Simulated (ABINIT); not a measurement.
# A GW chain in ABINIT: H4C (I-43m), part 3 of 3

Wanted: ground state, empty states, screening and self-energy for H4C (I-43m).

ABINIT 10.8.3; LDA and many-body steps on it, plane waves. Known limits of the many-body steps: not at the basis limit.

So far. Step 4 (Empty states on the mesh, 4×4×4 mesh, 33 bands): On this mesh the gap is 7.292 eV. Step 5 (Screening, 4×4×4 mesh, 29 bands, screening to 87.1 eV): Local fields lower ε∞ by 11 %.

## (6) Self-energy, 4×4×4 mesh, 29 bands, screening to 87.1 eV

The self-energy is evaluated for the states that the input lists, and the levels follow from it, in one-shot runs by the linearised quasiparticle equation.

This step: G0W0 on LDA, plane waves, norm-conserving pseudopotentials.

Input file run.abi:

```
acell 3*1.0 Angstrom
rprim 
  -2.478924680900 2.478924680900 2.478924680900
  2.478924680900 -2.478924680900 2.478924680900
  2.478924680900 2.478924680900 -2.478924680900
ntypat 2
znucl 1 6
natom 5
typat 1 1 1 1 2
xred 
  0.000000000000 0.000000000000 0.746312870000
  0.746312870000 0.000000000000 0.000000000000
  0.000000000000 0.746312870000 0.000000000000
  0.253687130000 0.253687130000 0.253687130000
  0.000000000000 0.000000000000 0.000000000000
pp_dirpath "pseudos"
pseudos "H.upf, C.upf"
ecut 37
ngkpt 4 4 4
nshiftk 1
shiftk 0 0 0
kptopt 1
chksymbreak 0
istwfk *1
occopt 1
irdwfk 1
optdriver 4
nband 29
gwcalctyp 0
ecutsigx 37
symsigma 1
nkptgw 1
kptgw 
  0.0000000000 0.0000000000 0.0000000000
bdgw 
  2 8
ecuteps 3.2
irdscr 1
ppmodel 1
indata_prefix "in"
outdata_prefix "out"
tmpdata_prefix "tmp"
```

Launch:

```bash
OMP_NUM_THREADS=1 mpirun -n 4 abinit run.abi > log
```

Numbers of over 12 decimals in the logs are rounded to 6 here.

What it wrote:

```text
.Version 10.8.3 of ABINIT. v10.8.2 released Aug 2026.

 Symmetries : space group I-4 3 m (#217); Bravais cI (body-center cubic)
[... echo of the input left out ...]
== DATASET  1 ==================================================================
-   mpi_nproc: 4, omp_nthreads: 1 (-1 if OMP is not activated)

--- !DatasetInfo
iteration_state: {dtset: 1, }
dimensions: {natom: 5, nkpt: 8, mband: 29, nsppol: 1, nspinor: 1, nspden: 1, mpw: 4434, }
cutoff_energies: {ecut:  37.0, pawecutdg:  -1.0, }
electrons: {nelect:   8.00000000E+00, charge:   0.00000000E+00, occopt:   1.00000000E+00, tsmear:   1.00000000E-02, }

 SIGMA: Calculation of the GW corrections

 Based on a program developped by R.W. Godby, V. Olevano, G. Onida, and L. Reining.
 Incorporated in ABINIT by V. Olevano, G.-M. Rignanese, and M. Torrent.
.Using double precision arithmetic ; gwpc =  8

[... cell and pseudopotentials left out ...]
--------------------------------------------------------------------------------

 ==== K-mesh for the wavefunctions ====
 Number of points in the irreducible wedge :     8
[... list of points left out ...]
 Together with 24 symmetry operations and time-reversal symmetry
 yields    64 points in the full Brillouin Zone.

 ==== Q-mesh for screening function ====
 Number of points in the irreducible wedge :     8
[... list of points left out ...]
 Together with 24 symmetry operations and time-reversal symmetry
 yields    64 points in the full Brillouin Zone.

 vcoul_init : cutoff-mode = AUXILIARY_FUNCTION
 q-points for optical limit:   1
     1)      0.000010    0.000020    0.000030
 setmesh: FFT mesh size selected  =    40x   40x   40
          total number of points  =        64000

 Number of electrons calculated from density =    8.0000; Expected =    8.0000
 average of density, n =  0.019456
 r_s =    2.3065
 omega_plasma =   13.4548 [eV]

 === KS Band Gaps ===
  >>>> For spin  1
   Minimum direct gap =   7.2921 [eV], located at k-point      :   0.0000  0.0000  0.0000
   Fundamental gap    =   7.2921 [eV], Top of valence bands at :   0.0000  0.0000  0.0000
                                       Bottom of conduction at :   0.0000  0.0000  0.0000
 SIGMA fundamental parameters:
 PLASMON POLE MODEL  1
 number of plane-waves for SigmaX                 4417
 number of plane-waves for SigmaC and W            135
 number of plane-waves for wavefunctions          4417
 number of bands                                    29
 number of independent spin polarizations            1
 number of spinorial components                      1
 number of k-points in IBZ                           8
 number of q-points in IBZ                           8
 number of symmetry operations                      24
 number of k-points in BZ                           64
 number of q-points in BZ                           64
 number of frequencies for dSigma/dE                 9
 frequency step for dSigma/dE [eV]                0.25
 number of omega for Sigma on real axis              0
 max omega for Sigma on real axis  [eV]           0.00
 zcut for avoiding poles [eV]                     0.10

 EPSILON^-1 parameters (SCR file):
 dimension of the eps^-1 matrix on file            135
 dimension of the eps^-1 matrix used               135
 number of plane-waves for wavefunctions          4417
 number of bands                                    29
 number of q-points in IBZ                           8
 number of frequencies                               2
 number of real frequencies                          1
 number of imag frequencies                          1

 matrix elements of self-energy operator (all in [eV])

 Perturbative Calculation

--- !SelfEnergy_ee
iteration_state: {dtset: 1, }
kpoint     : [   0.000,    0.000,    0.000, ]
spin       : 1
KS_gap     :    7.292
QP_gap     :   11.598
Delta_QP_KS:    4.306
data: !SigmaeeData |
     Band     E0 <VxcDFT>   SigX SigC(E0)      Z dSigC/dE  Sig(E)    E-E0       E
        2  -6.945 -14.081 -19.228   2.209   0.845  -0.183 -16.564  -2.482  -9.427
        3  -6.945 -14.081 -19.228   2.209   0.845  -0.183 -16.564  -2.482  -9.427
        4  -6.945 -14.081 -19.228   2.209   0.845  -0.183 -16.564  -2.482  -9.427
        5   0.347  -6.506  -2.657  -1.821   0.899  -0.112  -4.682   1.824   2.171
        6   5.306  -8.475  -3.483  -1.928   0.891  -0.122  -5.745   2.729   8.035
        7   5.306  -8.475  -3.483  -1.928   0.891  -0.122  -5.745   2.729   8.035
        8   5.306  -8.475  -3.483  -1.928   0.891  -0.122  -5.745   2.729   8.035

== END DATASET(S) ==============================================================
================================================================================

 -outvars: echo values of variables after computation  --------
           etotal      0.0000000000E+00
            nband          29
             nkpt           8
          spgroup         217
 [... the other variables as echoed above ...]

 Calculation completed.
```

Run time: 3.3 s. Hardware: 4 MPI ranks of Intel Xeon Platinum 8375C at 2.90GHz (Ice Lake), shared host; peak memory 0.5 GiB.

This step gave:

```yaml
g0w0_gap_on_the_points_computed: 11.60 eV
starting_gap_on_the_mesh: 7.292 eV
k_of_the_valence_top: 0, 0, 0
k_of_the_conduction_bottom: 0, 0, 0
z_at_the_valence_top: 0.845
z_at_the_conduction_bottom: 0.899
least_direct_g0w0_gap_on_the_computed_points: 11.60 eV
```

The gap on the mesh goes from 7.29 eV to 11.60 eV, a correction of +4.31 eV.

Limits: finite bands, cutoff and mesh. v1 is the top filled band, c1 the lowest empty one. The levels before and after the correction (eV, zero at the valence-band top of each column):

```csv
,conduction bottom,valence top
Kohn-Sham,7.29,0.00
G0W0,11.60,0.00
```

```csv
,level,energy (eV)
Kohn-Sham,Γ v3-v1,0.000
Kohn-Sham,Γ c1,7.292
Kohn-Sham,Γ c2-c4,12.251
G0W0,Γ v3-v1,0.000
G0W0,Γ c1,11.598
G0W0,Γ c2-c4,17.462
```

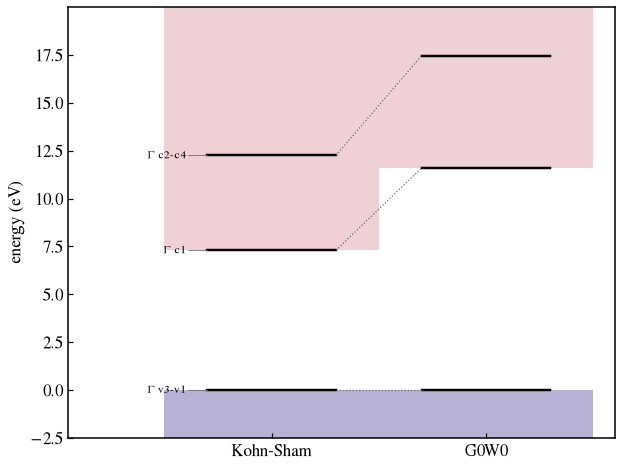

Levels before and after the correction. Shaded: valence and conduction bands.

## (7) Where the time went

Times are wall times on 4 MPI ranks of Intel Xeon Platinum 8375C at 2.90GHz (Ice Lake), shared host, good to a factor of about two.

```csv
step,time,share,memory (GiB)
ground state,9.3 s,27 %,0.37
bands along the symmetry lines,9.5 s,27 %,0.33
empty states on the mesh,8.4 s,25 %,0.32
screening,3.9 s,11 %,0.44
self-energy,3.3 s,10 %,0.5
```

## (8) Summary of results

| Property | Result |
| --- | --- |
| LDA gap | 7.29 eV, direct |
| G0W0 gap on the mesh | 11.60 eV |
| GW settings | 4×4×4 mesh, 29 bands, screening to 87.1 eV, Godby-Needs plasmon pole |
| known limits | not at the basis limit |

**Reading.** G0W0 moves the gap on the mesh from 7.29 eV to 11.60 eV (+4.31 eV), with Z of 0.84 and 0.90 at the edges. Local fields lower the RPA ε∞ on this mesh from 1.81 to 1.61. Only 1 of the mesh's irreducible points was corrected, so a valley elsewhere could overtake. Bands and cutoff are finite, so the gap is not at the basis limit. The miss can reach some tenths of an eV and take either sign; the mesh is an error of its own. In the G0W0 run levels were corrected at 1 k point alone, so a gap called «on the mesh» is the least over those, and an edge elsewhere would be missed.

[Paths, hosts, dates, memory and timing lines, banners, echoed tables and standing remarks are left out of the program output.]

[Logs are printed without paths, hosts, clocks, repeated set-up lines and the standing remarks that a program may print on its own settings, such as how far it seeks lower states.]

[Runs of the session that timed out or met a known fault of the program may be left out.]

[Hosts, paths, dates, database ids (printed as entryN), source tags and the programs' standing remarks are cut or masked in the printed files.]

[G0W0 gaps are taken among the corrected bands and points alone; a level outside them can change the order at an edge.]

[Where Ansatz stands beside ABINIT at settings called matched, ABINIT's density can come from a denser mesh and the files from another edition; pairs whose starting gaps differed by over 0.03 eV were left out, so agreement reads better than it is.]
